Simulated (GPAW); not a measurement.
# Surface energies of Na: faces and functionals

Which face of Na costs least to make, and how far does the functional move the answer?

**Method.** GPAW 26.7.0, plane waves at 450 eV with PAW setups; symmetric 1×1 slabs cut at the tabulated lattice constant (two decimals; low-temperature values for the alkali metals), atoms at bulk places, 7.5 Å of vacuum on each side, one in-plane mesh for all thicknesses, Fermi-Dirac smearing of 0.1 eV. Energies are extrapolated to zero smearing and count from the program's reference atoms. Each γ comes from a line through the energies of slabs of six layers and more, E(n) = nε + 2Aγ.

Results:

| face | area an atom (Å²) | γ LDA (J/m²) | γ PBE (J/m²) | γ RPBE (J/m²) |
| --- | --- | --- | --- | --- |
| (110) | 12.65 | 0.24 | 0.21 | 0.18 |
| (100) | 17.89 | 0.26 | 0.22 | 0.19 |

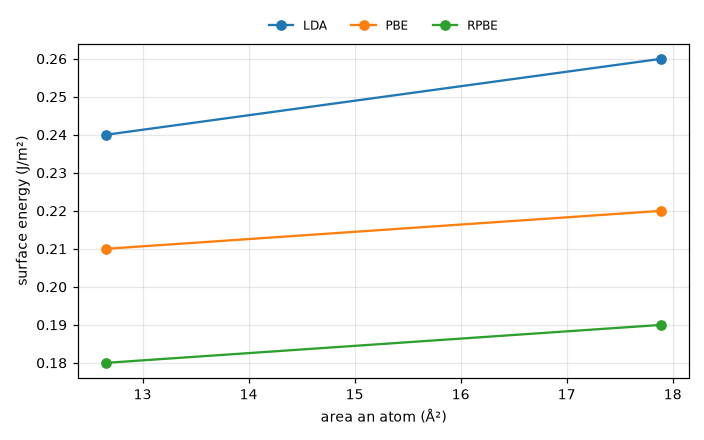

Surface energy against the openness of the face.

What this shows: With PBE the surface energy runs from 0.21 J/m² on (110) to 0.22 J/m² on (100). (110) and (100) lie too close to order. Per surface atom the cost is 0.16 eV on (110) and 0.24 eV on (100), rising as the faces open up and each atom loses more neighbours. On every face the functionals order as LDA > PBE > RPBE, by 0.06 to 0.07 J/m² from first to last: the stronger the gradient correction to exchange, the less a surface costs.

Caveats: The surfaces are unrelaxed and unreconstructed; relaxation lowers the open faces most. All functionals use the tabulated lattice constant. Faces whose energies scatter by over 20 meV about the line were left out.
